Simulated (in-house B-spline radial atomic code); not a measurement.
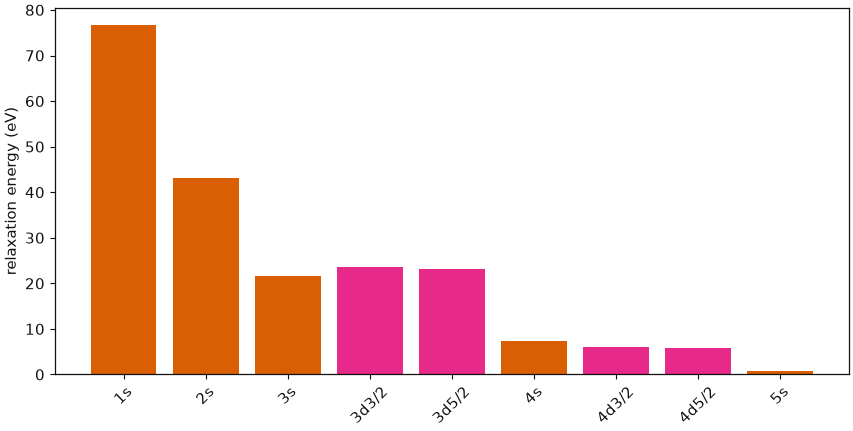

Dy⁶⁺ (Z = 66, 60 electrons) in the configuration [Kr] 4d10 4f8 5s2 5p4 (open shells shared over both j by 2j + 1). Computed with an in-house B-spline radial code: Dirac-Hartree-Fock, average of configuration, Fermi nucleus, basis-set limit. One electron is taken from each of the shells shown in turn, and the ion is relaxed; bars are coloured by l. The plot shows the relaxation energy, Koopmans' value −ε less the difference of self-consistent energies.

Read the relaxation energies.

Answer. Among the shells shown the largest bar is that of 1s. 1s: −ε = 54.20 keV, relaxed 54.12 keV, relaxation 76.7 eV; 2s: −ε = 9224 eV, relaxed 9181 eV, relaxation 43.0 eV; 3s: −ε = 2178 eV, relaxed 2156 eV, relaxation 21.7 eV; 3d3/2: −ε = 1458 eV, relaxed 1434 eV, relaxation 23.6 eV; 3d5/2: −ε = 1421 eV, relaxed 1398 eV, relaxation 23.2 eV; 4s: −ε = 528.8 eV, relaxed 521.3 eV, relaxation 7.43 eV; 4d3/2: −ε = 270.5 eV, relaxed 264.4 eV, relaxation 6.09 eV; 4d5/2: −ε = 263.4 eV, relaxed 257.5 eV, relaxation 5.87 eV.
